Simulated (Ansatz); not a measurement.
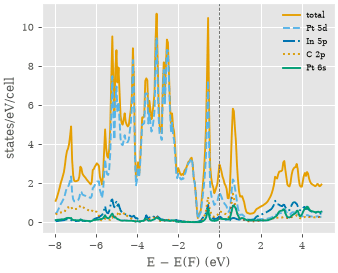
Fig. 1. Total and projected density of states of InPt3C (anti-perovskite, space group No. 221), r²SCAN (plane waves, PAW; program Ansatz)

Question: Which orbitals carry the states next to the Fermi level?

Answer: Within 0.5 eV of the Fermi level: Pt 5d 54 %, C 2p 19 %, In 5p 9 %, In 5s 8 %, Pt 6s 7 %. Projections are on Löwdin-orthogonalised atomic valence shells; empty p or d shells of many metals are not among them.

Question: Where is the tallest occupied peak in this window, and what makes it?

Answer: Near -3.0 eV, about 11 states/eV per cell; the largest projected share is Pt 5d.

Space group Pm-3m (anti-perovskite). The start of the workflow was typed in or built on a structure type; neither database checked (COD, Materials Project) lists it. Whether it is the stable phase at ambient conditions was not checked. Symmetry was held in the r²SCAN relaxation. At this level the phase is mechanically unstable. The run is not spin-polarised. Its formation energy is positive at this level, so the cell may be metastable or incomplete. Spin–orbit coupling is left out wherever it is not named.

Potentials: the later of the program's two PAW sets.
